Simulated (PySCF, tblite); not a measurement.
# C₄H₄ClFO: circular dichroism and optical rotation

Wanted: circular dichroism and optical rotation for C₄H₄ClFO (`OC[C@]1(Cl)C=C1F`).

Computed with tblite 0.8.0 and PySCF 2.14.0 and routines of our own; the level stands in each step. Atoms count from 0.

## 1. The starting structure

11 atoms, charge 0, multiplicity 1; geometry from: force field or distance geometry start.

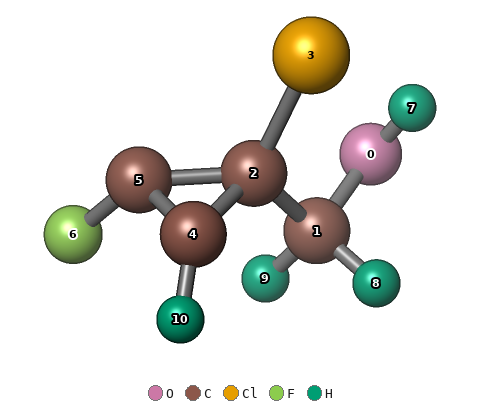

The starting geometry (oxygen pink, carbon brown, chlorine amber, fluorine green, hydrogen teal).

## 2. Geometry optimisation with GFN2-xTB, one coordinate held

Job settings and geometry (Å):

```
{"job": {"kind": "relax", "xc": "GFN2-xTB", "basis": "xTB"}, "charge": 0, "multiplicity": 1}
O     -1.503600    -1.175900    -0.668900
C     -0.836400     0.081000    -0.554100
C      0.158200     0.038700     0.592900
Cl    -0.304100    -0.923100     1.980300
C      0.944700     1.198200     0.900700
C      1.559800     0.158700     0.332000
F      2.185100     0.346300    -0.847400
H     -1.871300    -1.380500     0.214700
H     -1.579300     0.851700    -0.375600
H     -0.355800     0.284500    -1.502900
H      1.007500     2.189200     0.471900
```

Run with:

```sh
OMP_NUM_THREADS=1 python excited_run.py task.json out
```

The driver reads the jobs from task.json and runs them one after another.

The log of the run:

```text
step      E/eV     max force
  0    -647.02174    3.289
  1    -647.22585    2.871
  2    -647.42550    1.665
  3    -647.78593    3.587
  4    -647.99008    2.474
  5    -648.20241    1.459
  6    -648.33023    1.441
  7    -648.47751    0.951
  8    -648.55586    1.168
  9    -648.59614    1.155
 10    -648.63916    0.700
 11    -648.66741    0.441
 12    -648.71024    0.445
 13    -648.72348    0.382
 14    -648.75801    0.368
 15    -648.76873    0.275
 16    -648.77558    0.230
 17    -648.78009    0.201
 18    -648.78548    0.220
 19    -648.79097    0.277
 20    -648.79682    0.245
 21    -648.80125    0.227
 22    -648.80364    0.118
 23    -648.80451    0.097
 24    -648.80507    0.104
 25    -648.80577    0.092
 26    -648.80647    0.080
 27    -648.80707    0.074
 28    -648.80754    0.077
 29    -648.80795    0.080
 30    -648.80836    0.091
 31    -648.80882    0.142
 32    -648.80935    0.191
 33    -648.80989    0.218
 34    -648.81030    0.213
 35    -648.81054    0.195
 36    -648.81072    0.183
 37    -648.81090    0.179
 38    -648.81106    0.171
 39    -648.81115    0.179
 40    -648.81120    0.189
 41    -648.81123    0.195
 42    -648.81129    0.193
 43    -648.81134    0.184
 44    -648.81139    0.168
 45    -648.81140    0.159
 46    -648.81141    0.156
```

Wall time 0.38 s (1 thread of Arm Neoverse V1, shared host); peak memory 0.17 GiB.

One coordinate is held by a constraint (a dihedral, as typed in the start), so the force along it need not vanish.

Along the way: (not every step is listed)

```tsv
step	energy from step 0 (eV)	largest force (eV/Å)
0	0.0000	3.2887
1	-0.2041	2.8710
2	-0.4038	1.6653
3	-0.7642	3.5866
4	-0.9683	2.4738
5	-1.1807	1.4588
6	-1.3085	1.4409
7	-1.4558	0.9510
8	-1.5341	1.1676
11	-1.6457	0.4415
14	-1.7363	0.3683
17	-1.7583	0.2011
20	-1.7751	0.2450
23	-1.7828	0.0970
26	-1.7847	0.0803
29	-1.7862	0.0795
32	-1.7876	0.1908
35	-1.7888	0.1953
38	-1.7893	0.1710
41	-1.7895	0.1946
42	-1.7895	0.1931
43	-1.7896	0.1840
44	-1.7896	0.1677
45	-1.7897	0.1593
46	-1.7897	0.1563
```

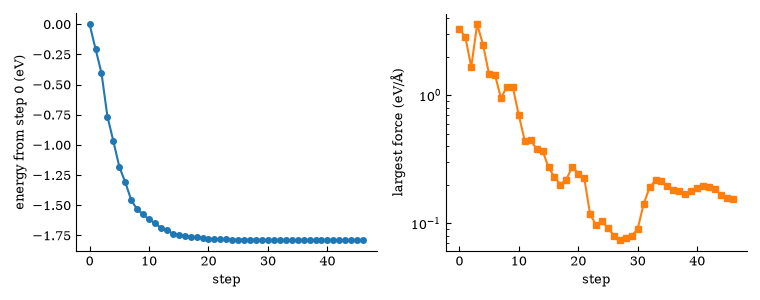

Energy and largest force along the relaxation.

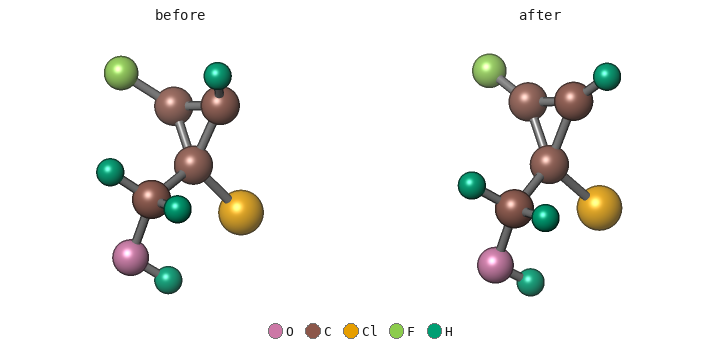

Before and after, at one scale.

Close pairs (by a distance rule), those that changed most:

```tsv
bond	before (Å)	after (Å)	change (Å)
C2–C4	1.434	1.506	+0.072
C2–Cl3	1.750	1.805	+0.054
C5–F6	1.348	1.308	-0.040
C2–C5	1.431	1.470	+0.040
O0–C1	1.428	1.393	-0.035
C4–C5	1.335	1.305	-0.030
C4–H10	1.082	1.061	-0.020
C1–H8	1.085	1.103	+0.018
```

The next job starts from the end point, and lists it.

## 3. Circular dichroism and optical rotation: TDDFT LC-wPBE/def2-SVPD

Job settings and geometry (Å):

```
{"job": {"kind": "ecd", "xc": "LC-wPBE", "basis": "def2-SVPD", "nstates": 8}, "charge": 0, "multiplicity": 1}
O     -1.629349    -1.185340    -0.657341
C     -1.001937     0.056006    -0.589177
C      0.167325     0.116784     0.389798
Cl    -0.172663    -0.868440     1.863035
C      0.972037     1.371803     0.604723
C      1.576053     0.359375     0.045298
F      2.662645    -0.157207    -0.467655
H     -1.788860    -1.497530     0.244689
H     -1.725301     0.835169    -0.293701
H     -0.638885     0.281490    -1.595406
H      0.983582     2.357017     0.999590
```

Method: TDDFT LC-wPBE/def2-SVPD circular dichroism and optical rotation, one conformer, gas phase.

The log of the run:

```text
coarse grid: 10624 points
cycle   1  E = -789.0309990017  dE =  1.489e+00  |g| = 7.896e-01  |ddm| = 4.713e+00
cycle   2  E = -789.0470155079  dE = -1.602e-02  |g| = 8.210e-01  |ddm| = 1.810e+00
cycle   3  E = -789.1705176428  dE = -1.235e-01  |g| = 7.264e-02  |ddm| = 9.778e-01
cycle   4  E = -789.1717310026  dE = -1.213e-03  |g| = 3.073e-02  |ddm| = 1.475e-01
cycle   5  E = -789.1719870026  dE = -2.560e-04  |g| = 1.253e-02  |ddm| = 7.210e-02
cycle   6  E = -789.1720258110  dE = -3.881e-05  |g| = 3.462e-03  |ddm| = 3.245e-02
cycle   7  E = -789.1720303536  dE = -4.543e-06  |g| = 1.141e-03  |ddm| = 1.238e-02
final grid: 100880 points
cycle   8  E = -789.3027385490  dE = -2.828e-05  |g| = 7.757e-03  |ddm| = 5.545e-02
cycle   9  E = -789.3027353815  dE =  3.167e-06  |g| = 8.867e-03  |ddm| = 1.451e-02
cycle  10  E = -789.3027475561  dE = -1.217e-05  |g| = 3.242e-04  |ddm| = 6.258e-03
cycle  11  E = -789.3027476207  dE = -6.462e-08  |g| = 1.892e-04  |ddm| = 1.152e-03
cycle  12  E = -789.3027476316  dE = -1.089e-08  |g| = 4.962e-05  |ddm| = 4.749e-04
cycle  13  E = -789.3027476326  dE = -9.629e-10  |g| = 1.996e-05  |ddm| = 1.635e-04
converged SCF energy = -789.3027476326

Singlet excitations and rotatory strengths (1e-40 esu^2 cm^2)
state   eV       nm     f(len)   f(vel)    R(len)    R(vel)   main configurations
  1   6.9543   178.3  0.01597  0.01582    20.205    20.029   H->L 0.52, H-1->L 0.16, H-2->L 0.12
  2   7.2263   171.6  0.06532  0.06092   -69.282   -67.691   H-1->L 0.56, H->L 0.22
  3   7.4628   166.1  0.01268  0.01377    -8.280    -9.463   H->L+2 0.19, H-1->L+2 0.14, H-2->L+2 0.10
  4   7.7889   159.2  0.02372  0.02370   -15.987   -16.296   H->L+1 0.46
  5   7.8374   158.2  0.00477  0.00527    26.138    27.223   H-3->L 0.17, H-1->L+2 0.15, H-2->L 0.14
  6   7.9382   156.2  0.03807  0.03845   -43.502   -43.060   H->L+2 0.29
  7   8.0853   153.3  0.01879  0.01944    16.011    16.528   H-2->L+2 0.14, H-1->L+1 0.12, H->L+4 0.09
  8   8.3831   147.9  0.06536  0.06791    38.902    40.105   H-1->L+1 0.16, H->L+5 0.15, H-3->L+2 0.10

Specific rotation (deg / (dm g/mL))
    nm     length   length(OI)   velocity    alpha(len)  alpha(vel)
  633.0     -55.67     -53.06     -56.66       63.660     63.841
  589.3     -66.11     -63.08     -67.22       63.858     64.040
  546.0     -79.82     -76.25     -81.06       64.106     64.289
  436.0    -144.93    -139.09    -146.50       65.136     65.323
  405.0    -179.38    -172.48    -180.97       65.606     65.795
  365.0    -247.29    -238.52    -248.71       66.425     66.618
  355.0    -270.73    -261.36    -272.04       66.682     66.875
```

Wall time 77 s (1 thread of Arm Neoverse V1, shared host); peak memory 0.74 GiB.

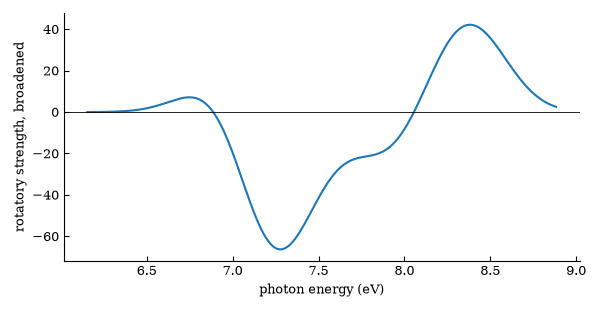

Circular dichroism: velocity-form rotatory strengths under Gaussians of 0.3 eV half-width at 1/e.

## 4. What came out

| quantity | value |
| --- | --- |
| state of largest rotatory strength (velocity form) among 8 (step 3, TDDFT LC-wPBE/def2-SVPD) | 7.23 eV, R = -67.7 (velocity), -69.3 (length) ·10⁻⁴⁰ esu² cm² |
| specific rotation at 633.0 nm (step 3, TDDFT LC-wPBE/def2-SVPD) | -56.7 (velocity), -55.7 (length) |

Rotations belong to one conformer.
